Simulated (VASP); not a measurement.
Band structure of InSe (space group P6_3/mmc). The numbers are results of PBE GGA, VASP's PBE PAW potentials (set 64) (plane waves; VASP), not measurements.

Unless said otherwise, spin-orbit coupling is left out, though it shifts the bands of the heavy elements here.

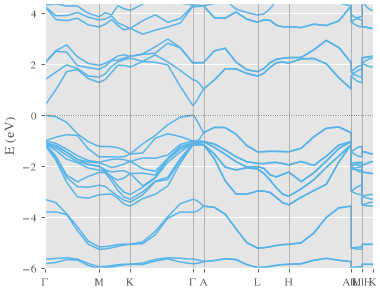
Fig. 1. Bands along high-symmetry lines, zero at the valence-band maximum or, without a gap, the Fermi level

### Question
Read the plot: is there a gap, and where are the band edges?

### Answer
The gap is direct, 0.39 eV, from the valence maximum at Γ to the conduction minimum at Γ.

The structure comes from a computed database's InSe entry (P6_3/mmc), a phase known from measurement. The cell was not relaxed at this level.
